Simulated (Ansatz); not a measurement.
**SiH4O (silanol) at wB97X/cc-pVTZ**

Aim: the energy change on altering one bond length of SiH4O (silanol) at wB97X/cc-pVTZ, from 2 runs. 

Program for the calculation: Ansatz 0.2.0.

47 further runs of the same task are left out: 47 set aside as unsound or not needed.

## Step 1: The structure to begin with

The species is SiH4O (6 atoms), meant as a singlet with charge 0. SMILES: `O[SiH3]`. Geometry: relaxed at PBE0-D4/def2-TZVP.

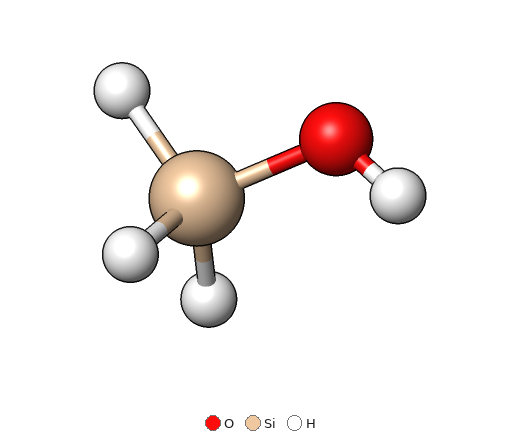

The structure, seen from a chosen angle (oxygen red, silicon light orange, hydrogen white).

## Step 2: A single-point energy at wB97X/cc-pVTZ

The input, in.yaml:

```yaml
basis:
  gaussian: {orbitals: cc-pVTZ}
crystal:
  periodic: [false, false, false]
  atoms:
    - {symbol: O, position_ang: [0.636700, -1.030300, 0.419000]}
    - {symbol: Si, position_ang: [-0.035700, 0.346500, -0.187000]}
    - {symbol: H, position_ang: [0.069100, -1.629200, 0.904700]}
    - {symbol: H, position_ang: [-1.128300, 0.045700, -1.152800]}
    - {symbol: H, position_ang: [1.060500, 1.064900, -0.875600]}
    - {symbol: H, position_ang: [-0.602300, 1.202400, 0.891700]}
magnetization: {spin_polarized: false}
hamiltonian: {xc: {name: wB97X}}
accuracy: high
output: {orbitals: {seedname: orbitals}}
```

Command:

```
$ ansatz run in.yaml --threads 1 --pin off --max-ram 3480MiB --events-out events.jsonl --progress --plain --runs-dir runs
```

The log of the run:

```text
Warning: RAYON_NUM_THREADS=1 ignored (pool sized by the plan → 1); use --threads N
Functional definition: wB97X
  name "wB97X"
  parameter omega = 0.3/bohr
  parameter cx = 0.157706
  parameter cx1 = 0.726479
  parameter cx2 = 1.04760
  parameter cx3 = -5.70635
  parameter cx4 = 13.2794
  parameter css1 = -4.33879
  parameter css2 = 18.2308
  parameter css3 = -31.7430
  parameter css4 = 17.2901
  parameter cos1 = 2.37031
  parameter cos2 = -11.3995
  parameter cos3 = 6.58405
  parameter cos4 = -3.78132
  exchange = spin_sum(e_x_unif_sr(omega)*poly(b97_u_x, 1 - cx, cx1, cx2, cx3, cx4)) + cx*exact_x_sr(omega)
      + exact_x_lr(omega)
  correlation = spin_sum(e_c_pw_same_spin*poly(b97_u_same, 1, css1, css2, css3, css4))
      + integral(e_c_pw_opposite_spin*poly(b97_u_opposite, 1, cos1, cos2, cos3, cos4))
2072 factors; integrals over basis functions are off by at most 3.5e-9 eV
312 factors; integrals over basis functions are off by at most 1.7e-9 eV
mean field evaluation 1: about -9987.8564 eV, gradient 4.6e1 eV
mean field evaluation 2: about -9986.9311 eV, gradient 5.3e1 eV
mean field evaluation 4: about -9991.1612 eV, gradient 3.5e-1 eV
mean field evaluation 8: about -9991.1638 eV, gradient 1.7e-2 eV
mean field evaluation 16: about -9991.1638 eV, gradient 6.8e-6 eV
mean field -9991.16384572 eV, -367.1684990761 hartree, gradient 1.2e-8 eV, S^2 0.000000; 0 other end points of the search recorded, 0 dependent functions left out
reference -9991.16384279 eV, -367.1684989683 hartree; 13, 13 occupied and 107, 107 virtual orbitals, 2072 factors
Total energy: -9991.16384279 eV, -367.1684989683 hartree
```

Run time: 22 s. Hardware: 1 thread of Arm Neoverse V1, shared host; peak memory 0.48 GiB.

## Step 3: The distorted shape at the same level

The input, job.yaml:

```yaml
crystal:
  periodic: [false, false, false]
  atoms:
    - symbol: O
      position_ang: [1.317795, -0.311646, -0.163819]
    - symbol: Si
      position_ang: [0.645395, 1.065154, -0.769819]
    - symbol: H
      position_ang: [0.069100, -1.629200, 0.904700]
    - symbol: H
      position_ang: [-0.447205, 0.764354, -1.735619]
    - symbol: H
      position_ang: [1.741595, 1.783554, -1.458419]
    - symbol: H
      position_ang: [0.078795, 1.921054, 0.308881]
basis:
  gaussian: {orbitals: cc-pVTZ}
hamiltonian: {xc: {name: wB97X}}
accuracy: high
output: {orbitals: {seedname: orbitals}}
```

Command:

```
$ ansatz run job.yaml --threads 1 --pin off --max-ram 3480MiB --events-out events.jsonl --progress --plain --runs-dir runs
```

The log of the run (excerpt; [...] marks lines left out):

```text
Warning: RAYON_NUM_THREADS=1 ignored (pool sized by the plan → 1); use --threads N
[... 2 set-up lines as earlier in the session ...]
[...]
      + exact_x_lr(omega)
[...]
      + integral(e_c_pw_opposite_spin*poly(b97_u_opposite, 1, cos1, cos2, cos3, cos4))
2044 factors; integrals over basis functions are off by at most 3.1e-9 eV
328 factors; integrals over basis functions are off by at most 1.8e-9 eV
[...]
mean field -9985.27502176 eV, -366.9520887870 hartree, gradient 2.5e-8 eV, S^2 0.000000; 0 other end points of the search recorded, 0 dependent functions left out
reference -9985.27501858 eV, -366.9520886703 hartree; 13, 13 occupied and 107, 107 virtual orbitals, 2044 factors
Total energy: -9985.27501858 eV, -366.9520886703 hartree
```

It took 25 s on 1 thread of Arm Neoverse V1, shared host; peak memory 0.47 GiB.

## Step 4: Outcome

Level: wB97X/cc-pVTZ.

| quantity | value |
| --- | --- |
| first shape: total energy | -367.16850 Eh |
| first shape: HOMO energy | -11.16 eV |
| first shape: LUMO energy | 2.34 eV |
| first shape: HOMO–LUMO gap | 13.50 eV |
| distorted shape: total energy | -366.95209 Eh |
| distorted shape: HOMO energy | -10.78 eV |
| distorted shape: LUMO energy | -3.39 eV |
| distorted shape: HOMO–LUMO gap | 7.39 eV |
| energy change with the O1–H3 bond stretched from 0.957 to 2.106 Å | 5.889 eV |

What this shows: With the O1–H3 bond stretched from 0.957 to 2.106 Å the energy rises by 5.89 eV (568 kJ/mol). The first shape isn't relaxed at this level, so the change isn't measured from a minimum. A restricted reference can't describe the breaking bond well at this length.
